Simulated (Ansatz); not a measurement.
**Molecular dynamics of C$_{2}$H$_{6}$BF (part 1 of 2)**

- system: C$_{2}$H$_{6}$BF
- method: RKS revPBE-d4/def2-SVP (Ansatz 0.2.0)

The geometry comes from this level: PBE0-D4/def2-TZVP. Figures and captions count atoms from 1; the log counts them from 0 in places.

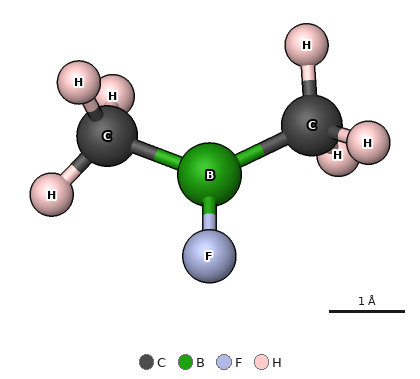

**Figure 1.** The structure as given in the input (ball-and-stick view, seen at a tilt).

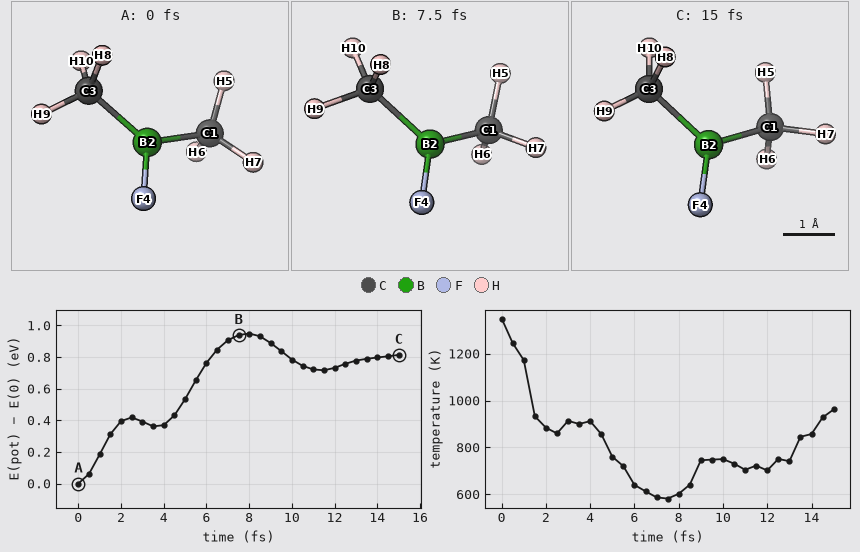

**Figure 2.** Frames of the molecular dynamics (ball-and-stick, seen at a tilt) above the curves, on which the letters mark them. The trajectory kept here has 31 frames over 15 fs. The temperature starts at 1350 K, ranges from 582 to 1350 K and averages 751 K over the second half. The potential energy ends 0.814 eV above its first value. After an unweighted best fit of the last frame on the first, the root-mean-square displacement is 0.27 Å, and H7 has moved furthest (0.43 Å).

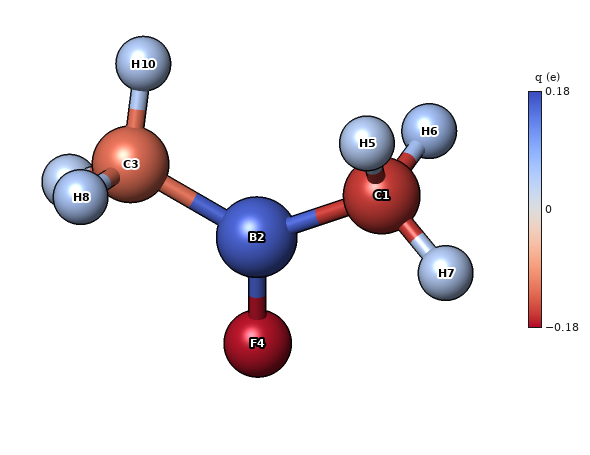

**Figure 3.** Mulliken charges, as the colour of each atom (ball-and-stick view, seen at a tilt; atoms are numbered from 1 in the order of the input). By element: C −0.16 to −0.12, B +0.16, F −0.17 and H +0.04 to +0.06 e.

These pictures come from the run below.

Input
```yaml
crystal:
  periodic: [false, false, false]
  atoms:
    - {symbol: C, position_ang: [-0.809486, 0.997031, -0.526944]}
    - {symbol: B, position_ang: [-0.100150, -0.388255, -0.387129]}
    - {symbol: C, position_ang: [0.889165, -0.777457, 0.758254]}
    - {symbol: F, position_ang: [-0.358484, -1.312326, -1.318910]}
    - {symbol: H, position_ang: [-0.212489, 1.819631, -0.126924]}
    - {symbol: H, position_ang: [-1.728115, 0.967020, 0.074406]}
    - {symbol: H, position_ang: [-1.106638, 1.223727, -1.552621]}
    - {symbol: H, position_ang: [1.900229, -0.487198, 0.442067]}
    - {symbol: H, position_ang: [0.914432, -1.851820, 0.951192]}
    - {symbol: H, position_ang: [0.694536, -0.241353, 1.689510]}
basis:
  gaussian: {orbitals: def2-SVP}
hamiltonian: {xc: {name: revPBE}, dispersion: d4}
md: {timestep: 0.5 fs, n_steps: 30, ensemble: nvt_langevin, temperature: 1500, initial_velocities: maxwell_boltzmann, friction: 0.01, seed: 474}
```

Launched with:
```bash
ansatz run in.yaml --threads 4 --pin off --events-out ev --progress --plain --max-ram 10444MiB
```

The program's output
```
Functional definition: revPBE
  name "revPBE"
  cite "Zhang & Yang, Phys. Rev. Lett. 80, 890 (1998) doi:10.1103/PhysRevLett.80.890"
  cite "Perdew, Burke & Ernzerhof, Phys. Rev. Lett. 77, 3865 (1996) doi:10.1103/PhysRevLett.77.3865"
  parameter kappa = 1.245
  parameter beta = 0.06672455060314922
  exchange = pbe_x(kappa = kappa, mu = beta*pi^2/3)
  correlation = pbe_c(beta = beta)
966 factors; their error is unknown
mean field evaluation 1: about -5550.1840 eV, gradient 6.8e1 eV
mean field evaluation 2: about -5540.8917 eV, gradient 8.6e1 eV
mean field evaluation 4: about -5561.1833 eV, gradient 2.7e0 eV
mean field evaluation 8: about -5561.1955 eV, gradient 3.6e-2 eV
mean field evaluation 16: about -5561.1602 eV, gradient 8.1e-6 eV
mean field -5561.16019442 eV, -204.3688676551 hartree, gradient 8.1e-6 eV, S^2 0.000000; 0 other end points of the search recorded, 0 dependent functions left out
the calculation of the forces begins
reference -5561.16023491 eV, -204.3688691431 hartree; 16, 16 occupied and 70, 70 virtual orbitals, 966 factors
md step     0: t =     0.00 fs  T =  1350.0 K  F+E_penalty+E_count = -5561.63162307 eV  E_kin = 1.745010 eV  (26 SCF iters)
these checks for a lower state are left out or cut short: starts, cluster_reference, orbital_swaps, neighbouring_geometries, increment
966 factors; their error is unknown
mean field -5561.09979068 eV, -204.3666478585 hartree, gradient 1.4e-5 eV, S^2 0.000000; 0 other end points of the search recorded, 0 dependent functions left out
the calculation of the forces begins
reference -5561.09983107 eV, -204.3666493432 hartree; 16, 16 occupied and 70, 70 virtual orbitals, 966 factors
md step     1: t =     0.50 fs  T =  1244.8 K  F+E_penalty+E_count = -5561.57031046 eV  E_kin = 1.609039 eV  (28 SCF iters, 3 dispersion substeps)
[... from here on the SCF iterations and repeated set-up lines of each step are left out, up to the last step ...]
md step     2: t =     1.00 fs  T =  1172.3 K  F+E_penalty+E_count = -5561.44690092 eV  E_kin = 1.515342 eV  (28 SCF iters, 3 dispersion substeps)
md step     3: t =     1.50 fs  T =   933.0 K  F+E_penalty+E_count = -5561.31910659 eV  E_kin = 1.206010 eV  (28 SCF iters, 3 dispersion substeps)
md step     4: t =     2.00 fs  T =   884.2 K  F+E_penalty+E_count = -5561.23651394 eV  E_kin = 1.142966 eV  (28 SCF iters, 3 dispersion substeps)
md step     5: t =     2.50 fs  T =   859.8 K  F+E_penalty+E_count = -5561.21321185 eV  E_kin = 1.111320 eV  (28 SCF iters, 3 dispersion substeps)
md step     6: t =     3.00 fs  T =   913.5 K  F+E_penalty+E_count = -5561.23909622 eV  E_kin = 1.180733 eV  (28 SCF iters, 3 dispersion substeps)
md step     7: t =     3.50 fs  T =   900.1 K  F+E_penalty+E_count = -5561.26991003 eV  E_kin = 1.163479 eV  (28 SCF iters, 3 dispersion substeps)
md step     8: t =     4.00 fs  T =   912.2 K  F+E_penalty+E_count = -5561.26209472 eV  E_kin = 1.179078 eV  (28 SCF iters, 3 dispersion substeps)
md step     9: t =     4.50 fs  T =   856.8 K  F+E_penalty+E_count = -5561.19979602 eV  E_kin = 1.107437 eV  (29 SCF iters, 3 dispersion substeps)
md step    10: t =     5.00 fs  T =   760.4 K  F+E_penalty+E_count = -5561.09725454 eV  E_kin = 0.982912 eV  (30 SCF iters, 3 dispersion substeps)
md step    11: t =     5.50 fs  T =   719.9 K  F+E_penalty+E_count = -5560.97804762 eV  E_kin = 0.930578 eV  (30 SCF iters, 3 dispersion substeps)
md step    12: t =     6.00 fs  T =   640.1 K  F+E_penalty+E_count = -5560.86791277 eV  E_kin = 0.827355 eV  (30 SCF iters, 3 dispersion substeps)
md step    13: t =     6.50 fs  T =   612.8 K  F+E_penalty+E_count = -5560.78379479 eV  E_kin = 0.792153 eV  (31 SCF iters, 3 dispersion substeps)
md step    14: t =     7.00 fs  T =   586.9 K  F+E_penalty+E_count = -5560.72482228 eV  E_kin = 0.758690 eV  (30 SCF iters, 3 dispersion substeps)
md step    15: t =     7.50 fs  T =   581.8 K  F+E_penalty+E_count = -5560.69224066 eV  E_kin = 0.752072 eV  (31 SCF iters, 3 dispersion substeps)
md step    16: t =     8.00 fs  T =   602.2 K  F+E_penalty+E_count = -5560.68233871 eV  E_kin = 0.778354 eV  (31 SCF iters, 3 dispersion substeps)
md step    17: t =     8.50 fs  T =   641.2 K  F+E_penalty+E_count = -5560.69955973 eV  E_kin = 0.828861 eV  (28 SCF iters, 3 dispersion substeps)
md step    18: t =     9.00 fs  T =   745.2 K  F+E_penalty+E_count = -5560.74204650 eV  E_kin = 0.963298 eV  (31 SCF iters, 3 dispersion substeps)
md step    19: t =     9.50 fs  T =   748.1 K  F+E_penalty+E_count = -5560.79331442 eV  E_kin = 0.966982 eV  (30 SCF iters, 3 dispersion substeps)
md step    20: t =    10.00 fs  T =   750.2 K  F+E_penalty+E_count = -5560.84698705 eV  E_kin = 0.969730 eV  (29 SCF iters, 3 dispersion substeps)
md step    21: t =    10.50 fs  T =   730.9 K  F+E_penalty+E_count = -5560.88688003 eV  E_kin = 0.944725 eV  (29 SCF iters, 3 dispersion substeps)
md step    22: t =    11.00 fs  T =   704.7 K  F+E_penalty+E_count = -5560.90954307 eV  E_kin = 0.910914 eV  (29 SCF iters, 3 dispersion substeps)
md step    23: t =    11.50 fs  T =   722.4 K  F+E_penalty+E_count = -5560.91505051 eV  E_kin = 0.933813 eV  (29 SCF iters, 3 dispersion substeps)
md step    24: t =    12.00 fs  T =   701.7 K  F+E_penalty+E_count = -5560.89960912 eV  E_kin = 0.907048 eV  (29 SCF iters, 3 dispersion substeps)
md step    25: t =    12.50 fs  T =   751.1 K  F+E_penalty+E_count = -5560.87414598 eV  E_kin = 0.970889 eV  (29 SCF iters, 3 dispersion substeps)
md step    26: t =    13.00 fs  T =   741.1 K  F+E_penalty+E_count = -5560.85353868 eV  E_kin = 0.957921 eV  (29 SCF iters, 3 dispersion substeps)
md step    27: t =    13.50 fs  T =   845.3 K  F+E_penalty+E_count = -5560.84241261 eV  E_kin = 1.092647 eV  (29 SCF iters, 3 dispersion substeps)
md step    28: t =    14.00 fs  T =   857.2 K  F+E_penalty+E_count = -5560.83391015 eV  E_kin = 1.108062 eV  (30 SCF iters, 3 dispersion substeps)
md step    29: t =    14.50 fs  T =   927.8 K  F+E_penalty+E_count = -5560.82658844 eV  E_kin = 1.199285 eV  (30 SCF iters, 3 dispersion substeps)
these checks for a lower state are left out or cut short: starts, cluster_reference, orbital_swaps, neighbouring_geometries, increment
966 factors; their error is unknown
mean field -5560.35998150 eV, -204.3394603727 hartree, gradient 9.5e-6 eV, S^2 0.000000; 0 other end points of the search recorded, 0 dependent functions left out
the calculation of the forces begins
reference -5560.36002044 eV, -204.3394618039 hartree; 16, 16 occupied and 70, 70 virtual orbitals, 966 factors
966 factors; their error is unknown
mean field evaluation 256: about -5560.3976 eV, gradient 1.6e-1 eV
mean field -5560.35998150 eV, -204.3394603727 hartree, gradient 9.9e-6 eV, S^2 0.000000; 1 other end points of the search recorded, 0 dependent functions left out
the calculation of the forces begins
reference -5560.36002044 eV, -204.3394618039 hartree; 16, 16 occupied and 70, 70 virtual orbitals, 966 factors
md step    30: t =    15.00 fs  T =   962.1 K  F+E_penalty+E_count = -5560.81755866 eV  E_kin = 1.243562 eV  (28 SCF iters, 3 dispersion substeps)
Total energy: -5560.81759761 eV, -204.3562774545 hartree
Atom 0 at    -0.820725     1.078874    -0.384039 Å, force     0.386966    -0.473607    -1.433642 eV/Å
Atom 1 at    -0.124116    -0.419876    -0.456563 Å, force    -0.238443    -0.676471    -0.350806 eV/Å
Atom 2 at     0.953175    -0.732474     0.724195 Å, force     1.354002     2.809025    -3.281888 eV/Å
Atom 3 at    -0.402936    -1.495739    -1.407197 Å, force     0.473064     2.660104     2.022170 eV/Å
Atom 4 at    -0.162434     1.674759     0.284569 Å, force    -0.456133    -0.040327     0.249072 eV/Å
Atom 5 at    -1.868265     0.999497    -0.022553 Å, force     0.118271    -0.093174     0.532020 eV/Å
Atom 6 at    -0.974461     1.744002    -1.295667 Å, force     0.370100    -0.888958     0.218629 eV/Å
Atom 7 at     1.994099    -0.485606     0.159425 Å, force    -1.695344    -0.462214     0.651594 eV/Å
Atom 8 at     1.028615    -1.758950     0.883505 Å, force     0.207949    -2.414913     1.095155 eV/Å
Atom 9 at     1.045708    -0.010227     1.555897 Å, force    -0.520433    -0.419465     0.297696 eV/Å
Dipole moment:     0.089193     0.247412     0.207187 e Å
```

Trajectory as extended XYZ (Å, eV, eV/Å), 31 frames, from step=0 to step=30
```
10
Properties=species:S:1:pos:R:3:forces:R:3 step=0 time_fs=0.0 energy=-5561.63162 temperature=1350.0
C    -0.8095    0.9970   -0.5269    0.1432  -0.1165  -0.0008
B    -0.1002   -0.3883   -0.3871    0.0537   0.1904   0.1924
C     0.8892   -0.7775    0.7583   -0.1658   0.0504  -0.0698
F    -0.3585   -1.3123   -1.3189   -0.1459  -0.5204  -0.5245
H    -0.2125    1.8196   -0.1269    0.2945   0.4275   0.2146
H    -1.7281    0.9670    0.0744   -0.4423  -0.0223   0.2969
H    -1.1066    1.2237   -1.5526   -0.1649   0.1207  -0.5280
H     1.9002   -0.4872    0.4421    0.4867   0.1464  -0.1603
H     0.9144   -1.8518    0.9512    0.0255  -0.5560   0.0989
H     0.6945   -0.2414    1.6895   -0.0846   0.2798   0.4806
10
Properties=species:S:1:pos:R:3:forces:R:3 step=1 time_fs=0.5 energy=-5561.57031 temperature=1244.8
C    -0.8094    1.0025   -0.5188   -0.2900  -0.5796  -0.3743
B    -0.1037   -0.3867   -0.3931    0.1594   0.0634   0.4753
C     0.8896   -0.7759    0.7621    0.3130   1.1440  -1.1164
F    -0.3606   -1.3192   -1.3216   -0.1195  -0.3396  -0.4269
H    -0.2301    1.8143   -0.1165    0.6741   0.8526   0.4615
H    -1.7363    0.9720    0.0774   -0.3519  -0.0523   0.1492
H    -1.0822    1.2321   -1.5547   -0.2177   0.1210  -0.3894
H     1.9125   -0.4992    0.4125   -0.0093   0.1098   0.0201
H     0.9331   -1.8153    0.9464    0.0029  -1.9393   0.3173
H     0.7231   -0.2541    1.6893   -0.1610   0.6200   0.8836
10
Properties=species:S:1:pos:R:3:forces:R:3 step=2 time_fs=1.0 energy=-5561.44690 temperature=1172.3
C    -0.8096    1.0075   -0.5109   -0.6816  -0.9809  -0.7398
B    -0.1072   -0.3858   -0.3995    0.2558  -0.0322   0.7621
C     0.8902   -0.7740    0.7657    0.6822   2.3255  -2.0219
F    -0.3628   -1.3262   -1.3246   -0.0941  -0.1769  -0.3392
H    -0.2446    1.8102   -0.1042    0.9827   1.2034   0.6706
H    -1.7450    0.9754    0.0810   -0.2420  -0.0749   0.0000
H    -1.0604    1.2394   -1.5572   -0.2564   0.1220  -0.2145
H     1.9255   -0.5101    0.3835   -0.4768   0.0842   0.2135
H     0.9512   -1.7832    0.9433    0.0308  -3.3450   0.5309
H     0.7528   -0.2649    1.6939   -0.2007   0.8747   1.1383
10
Properties=species:S:1:pos:R:3:forces:R:3 step=3 time_fs=1.5 energy=-5561.31911 temperature=933.0
C    -0.8098    1.0117   -0.5035   -0.9687  -1.2229  -0.9823
B    -0.1100   -0.3850   -0.4057    0.3225  -0.1360   1.0169
C     0.8911   -0.7709    0.7688    0.9262   3.1784  -2.6662
F    -0.3649   -1.3333   -1.3277   -0.0621  -0.0117  -0.2430
H    -0.2552    1.8091   -0.0908    1.1670   1.3957   0.8007
H    -1.7543    0.9790    0.0843   -0.1103  -0.0954  -0.1418
H    -1.0414    1.2458   -1.5580   -0.2956   0.1337  -0.0859
H     1.9369   -0.5206    0.3551   -0.8508   0.0837   0.3997
H     0.9688   -1.7606    0.9427    0.0788  -4.3636   0.6703
H     0.7818   -0.2744    1.7026   -0.2069   1.0382   1.2316
10
Properties=species:S:1:pos:R:3:forces:R:3 step=4 time_fs=2.0 energy=-5561.23651 temperature=884.2
C    -0.8101    1.0142   -0.4963   -1.1621  -1.2505  -1.0881
B    -0.1120   -0.3839   -0.4119    0.3683  -0.2619   1.2532
C     0.8918   -0.7669    0.7712    1.1067   3.4308  -3.0267
F    -0.3672   -1.3397   -1.3307   -0.0269   0.1440  -0.1546
H    -0.2634    1.8113   -0.0755    1.2164   1.4035   0.8374
H    -1.7655    0.9828    0.0874    0.0601  -0.1183  -0.2939
H    -1.0228    1.2513   -1.5574   -0.3384   0.1506   0.0105
H     1.9461   -0.5318    0.3283   -1.1294   0.1124   0.5670
H     0.9870   -1.7495    0.9435    0.0977  -4.7261   0.7011
H     0.8082   -0.2816    1.7133   -0.1924   1.1153   1.1940
10
Properties=species:S:1:pos:R:3:forces:R:3 step=5 time_fs=2.5 energy=-5561.21321 temperature=859.8
C    -0.8105    1.0158   -0.4886   -1.2417  -1.0398  -1.0744
B    -0.1141   -0.3826   -0.4180    0.4164  -0.4023   1.4706
C     0.8927   -0.7621    0.7723    1.2677   3.0947  -3.0970
F    -0.3695   -1.3459   -1.3339    0.0041   0.2969  -0.0715
H    -0.2690    1.8181   -0.0568    1.1121   1.1897   0.7516
H    -1.7781    0.9869    0.0904    0.2534  -0.1409  -0.4482
H    -1.0044    1.2556   -1.5563   -0.3778   0.1732   0.1082
H     1.9533   -0.5438    0.3049   -1.3158   0.1652   0.6953
H     1.0056   -1.7484    0.9453    0.0553  -4.4500   0.6311
H     0.8333   -0.2862    1.7250   -0.1737   1.1133   1.0344
10
Properties=species:S:1:pos:R:3:forces:R:3 step=6 time_fs=3.0 energy=-5561.23910 temperature=913.5
C    -0.8110    1.0169   -0.4813   -1.1744  -0.6087  -0.9136
B    -0.1163   -0.3811   -0.4238    0.4654  -0.5595   1.6604
C     0.8938   -0.7562    0.7724    1.4451   2.1941  -2.9215
F    -0.3714   -1.3523   -1.3368    0.0320   0.4540   0.0132
H    -0.2705    1.8304   -0.0367    0.8628   0.7582   0.5480
H    -1.7902    0.9906    0.0939    0.4430  -0.1555  -0.5919
H    -0.9859    1.2601   -1.5538   -0.4274   0.1999   0.1685
H     1.9573   -0.5563    0.2827   -1.4203   0.2267   0.7952
H     1.0233   -1.7577    0.9500   -0.0686  -3.5700   0.4607
H     0.8579   -0.2894    1.7377   -0.1577   1.0607   0.7811
10
Properties=species:S:1:pos:R:3:forces:R:3 step=7 time_fs=3.5 energy=-5561.26991 temperature=900.1
C    -0.8113    1.0174   -0.4740   -1.0102  -0.0670  -0.6316
B    -0.1185   -0.3798   -0.4290    0.5122  -0.7234   1.8352
C     0.8951   -0.7502    0.7724    1.6488   0.9861  -2.5602
F    -0.3732   -1.3583   -1.3394    0.0579   0.6032   0.0924
H    -0.2677    1.8462   -0.0172    0.5454   0.2164   0.2883
H    -1.8009    0.9951    0.0982    0.6149  -0.1659  -0.7146
H    -0.9675    1.2654   -1.5481   -0.4913   0.2331   0.1504
H     1.9584   -0.5678    0.2623   -1.4703   0.2838   0.8753
H     1.0420   -1.7765    0.9582   -0.2557  -2.3227   0.2270
H     0.8818   -0.2905    1.7521   -0.1517   0.9566   0.4379
10
Properties=species:S:1:pos:R:3:forces:R:3 step=8 time_fs=4.0 energy=-5561.26210 temperature=912.2
C    -0.8114    1.0178   -0.4666   -0.8420   0.4421  -0.3219
B    -0.1208   -0.3787   -0.4335    0.5495  -0.8954   1.9611
C     0.8965   -0.7442    0.7718    1.8847  -0.2120  -2.0709
F    -0.3750   -1.3644   -1.3425    0.0854   0.7597   0.1858
H    -0.2619    1.8621    0.0011    0.2414  -0.2979   0.0399
H    -1.8107    1.0012    0.1011    0.7630  -0.1781  -0.7997
H    -0.9521    1.2706   -1.5395   -0.5459   0.2753   0.0691
H     1.9594   -0.5787    0.2459   -1.5015   0.3363   0.9329
H     1.0615   -1.8013    0.9677   -0.4718  -1.0339  -0.0145
H     0.9044   -0.2895    1.7677   -0.1628   0.8040   0.0182
10
Properties=species:S:1:pos:R:3:forces:R:3 step=9 time_fs=4.5 energy=-5561.19980 temperature=856.8
C    -0.8115    1.0183   -0.4597   -0.7112   0.8712  -0.1289
B    -0.1224   -0.3777   -0.4377    0.5519  -1.0650   2.0394
C     0.8976   -0.7382    0.7705    2.1167  -1.1941  -1.4947
F    -0.3773   -1.3707   -1.3458    0.1200   0.9254   0.2936
H    -0.2553    1.8763    0.0175   -0.0083  -0.7183  -0.1617
H    -1.8195    1.0077    0.1025    0.8861  -0.1909  -0.8592
H    -0.9390    1.2771   -1.5326   -0.5794   0.2962   0.0471
H     1.9591   -0.5893    0.2313   -1.5052   0.3828   0.9743
H     1.0799   -1.8285    0.9772   -0.6778   0.0828  -0.2286
H     0.9264   -0.2865    1.7851   -0.1929   0.6097  -0.4814
```
